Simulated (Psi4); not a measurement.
**GaCl (SMILES [Cl][Ga]): CCSD(T)/cc-pVTZ**

What is the vertical singlet–triplet gap of GaCl at CCSD(T)/cc-pVTZ? 

The calculation is run with Psi4 1.11.

1 further run of the same task is left out (it didn't finish).

### Step 1. The system as given

GaCl has 2 atoms, charge 0, and is taken as a singlet. As SMILES, `[Cl][Ga]`. The shape is that of a PBE0-D4/def2-TZVP optimisation.

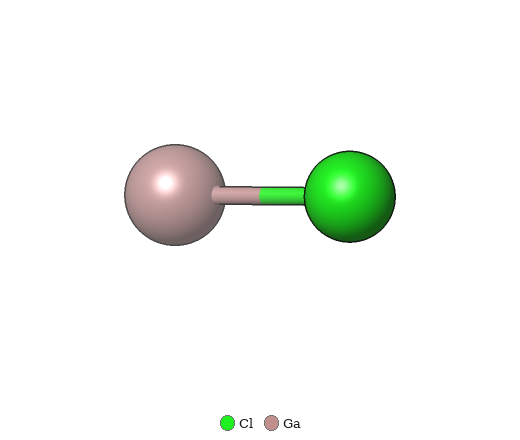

Viewed from a chosen angle; chlorine green, gallium pink.

### Step 2. The energy at CCSD(T)/cc-pVTZ

clga.xyz

```xyz
2
ClGa
Cl     0.000000     0.000000    -0.023560
Ga     0.000000     0.000000     2.192160
```

clga.py

```python
import psi4

psi4.set_memory(1600000000)
psi4.set_num_threads(1)
psi4.core.set_output_file('run.log', False)

with open('clga.xyz') as f:
    atoms = ''.join(f.readlines()[2:])
geom = psi4.geometry('0 1\n' + atoms + 'symmetry c1\nno_reorient\nno_com')

psi4.set_options({
    'basis': 'cc-pVTZ',
    'puream': True,
    'e_convergence': 1e-09,
    'd_convergence': 1e-08,
    'scf_type': 'pk',
    'num_frozen_docc': 14,
})

e = psi4.energy('ccsd(t)')
print('E =', round(e, 9))
```

Command:

```console
$ python clga.py
```

run.log:

```text
[...]
  Running in c1 symmetry.
[...]
  Nuclear repulsion =  125.862649623187977
[...]
  Multiplicity = 1
[...]
  Nalpha       = 24
  Nbeta        = 24
[...]
    Number of basis functions: 77
[...]
   @RHF iter   1: -2381.92420646056462   -3.83202e+00   2.26209e-02 ADIIS/DIIS
[...]
   @RHF iter  11: -2382.87993872369225   -1.00044e-11   6.02736e-09 DIIS
[...]
    Orbital Energies [Eh]
    ---------------------
    Doubly Occupied:
       1A   -378.838766     2A   -104.797867     3A    -48.188474
       4A    -42.514420     5A    -42.514420     6A    -42.513444
       7A    -10.524261     8A     -7.990317     9A     -7.989656
      10A     -7.989656    11A     -6.417604    12A     -4.506923
      13A     -4.506923    14A     -4.503146    15A     -1.220364
      16A     -1.220153    17A     -1.220153    18A     -1.215673
      19A     -1.215673    20A     -1.045604    21A     -0.541211
      22A     -0.444263    23A     -0.444263    24A     -0.350954
[...]
  @RHF Final Energy: -2382.87993872369225
   => Energetics <=
    Nuclear Repulsion Energy =            125.8626496231879770
    One-Electron Energy =               -3572.0568006043167770
    Two-Electron Energy =                1063.3142122574361110
    Total Energy =                      -2382.8799387236922485
[...]
 Multipole Moments:
 ------------------------------------------------------------------------------------
     Multipole            Electronic (a.u.)      Nuclear  (a.u.)        Total (a.u.)
 ------------------------------------------------------------------------------------
 L = 1.  Multiply by 2.5417464519 to convert [e a0] to [Debye]
 Dipole X            :         -0.0000000            0.0000000           -0.0000000
 Dipole Y            :          0.0000000            0.0000000            0.0000000
 Dipole Z            :       -126.7237353          127.6631696            0.9394343
 Magnitude           :                                                    0.9394343
[...]
      * MP2 total energy                      = -2383.190572772787618
[...]
      * CCSD total energy                     = -2383.212878319892297
[...]
      * CCSD(T) total energy                  = -2383.229522191425531
```

The script printed:

```text
E = -2383.229522191
```

It took 35 s on 1 thread of Intel Xeon Platinum 8488C (Sapphire Rapids), shared host; peak memory 1.1 GiB.

### Step 3. The triplet at the same level

clga.xyz is that of step 2.

run.py

```python
import numpy as np
from ase.calculators.psi4 import Psi4
from ase.io import read

atoms = read('clga.xyz')
calc = Psi4(atoms=atoms, method='ccsd(t)', basis='cc-pVTZ', memory='1600MB', num_threads=1, charge=0, multiplicity=3, label='calc', reference='uhf')
calc.psi4.set_options({'puream': True, 'e_convergence': 1e-09, 'd_convergence': 1e-08, 'scf_type': 'pk', 'num_frozen_docc': 14, 'maxiter': 100})
atoms.calc = calc

print(f'energy: {atoms.get_potential_energy():.6f} eV')
```

Command:

```console
$ python run.py
```

calc.dat:

```text
[...]
  Running in c1 symmetry.
[...]
  Nuclear repulsion =  125.862649623187977
[...]
  Multiplicity = 3
[...]
  Nalpha       = 25
  Nbeta        = 23
[...]
    Number of basis functions: 77
[...]
   @UHF iter   1: -2381.43526801825510   -3.34308e+00   2.42042e-02 ADIIS/DIIS
[...]
   @UHF iter  15: -2382.78278797402754   -7.27596e-12   6.14414e-09 DIIS
[...]
   @S^2 Observed:                2.007449608E+00
[...]
    Orbital Energies [Eh]
    ---------------------
    Alpha Occupied:
       1A   -378.871018     2A   -104.824127     3A    -48.219273
       4A    -42.546110     5A    -42.545956     6A    -42.544735
       7A    -10.548762     8A     -8.018733     9A     -8.014127
      10A     -8.013132    11A     -6.452776    12A     -4.543776
      13A     -4.542063    14A     -4.539704    15A     -1.258645
      16A     -1.254607    17A     -1.252265    18A     -1.249365
      19A     -1.247686    20A     -1.071630    21A     -0.590309
      22A     -0.470934    23A     -0.460692    24A     -0.437148
      25A     -0.249101
    Alpha Virtual:
[...]
  @UHF Final Energy: -2382.78278797402754
   => Energetics <=
    Nuclear Repulsion Energy =            125.8626496231879770
    One-Electron Energy =               -3570.6563002459406562
    Two-Electron Energy =                1062.0108626487249239
    Total Energy =                      -2382.7827879740275421
  UHF NO Occupations:
  HONO-2 :   23  A 1.9975070
  HONO-1 :   24  A 1.0000000
[...]
 Multipole Moments:
 ------------------------------------------------------------------------------------
     Multipole            Electronic (a.u.)      Nuclear  (a.u.)        Total (a.u.)
 ------------------------------------------------------------------------------------
 L = 1.  Multiply by 2.5417464519 to convert [e a0] to [Debye]
 Dipole X            :          0.0000000            0.0000000            0.0000000
 Dipole Y            :         -0.0000000            0.0000000           -0.0000000
 Dipole Z            :          4.5098072           -3.5344566            0.9753506
 Magnitude           :                                                    0.9753506
[...]
      * MP2 total energy                      = -2383.068706054543782
[...]
      * CCSD total energy                     = -2383.088347475731098
[...]
      * CCSD(T) total energy                     = -2383.103852351745445
```

Standard output:

```text
energy: -64847.558863 eV
```

Run time: 53 s. Hardware: 1 thread of Intel Xeon Platinum 8488C (Sapphire Rapids), shared host; peak memory 1.1 GiB.

### Step 4. Results

At CCSD(T)/cc-pVTZ, 14 core orbitals frozen:

| quantity | value |
| --- | --- |
| singlet: total energy | -2383.22952 Eh |
| singlet: HOMO energy (Hartree–Fock orbitals) | -9.55 eV |
| singlet: LUMO energy (Hartree–Fock orbitals) | 0.88 eV |
| singlet: HOMO–LUMO gap (Hartree–Fock orbitals) | 10.43 eV |
| singlet: correlation energy (14 core orbitals frozen) | -349.6 mEh |
| singlet: (T) correction | -16.64 mEh |
| singlet: T1 diagnostic | 0.012 |
| triplet: total energy | -2383.10385 Eh |
| triplet: HOMO energy (Hartree–Fock orbitals) (highest over α and β) | -6.78 eV |
| triplet: LUMO energy (Hartree–Fock orbitals) (lowest over α and β) | -1.31 eV |
| triplet: correlation energy (14 core orbitals frozen) | -321.1 mEh |
| triplet: (T) correction | -15.50 mEh |
| triplet: ⟨S²⟩ of the reference determinant | 2.007 |
| triplet: T1 diagnostic | 0.022 |
| vertical energy of the triplet above the singlet | 3.420 eV |

At this shape the triplet lies 3.42 eV (330 kJ/mol) above the singlet. The triples (singlet) make up 4.8 % of the correlation energy. The triples (triplet) make up 4.8 % of the correlation energy.
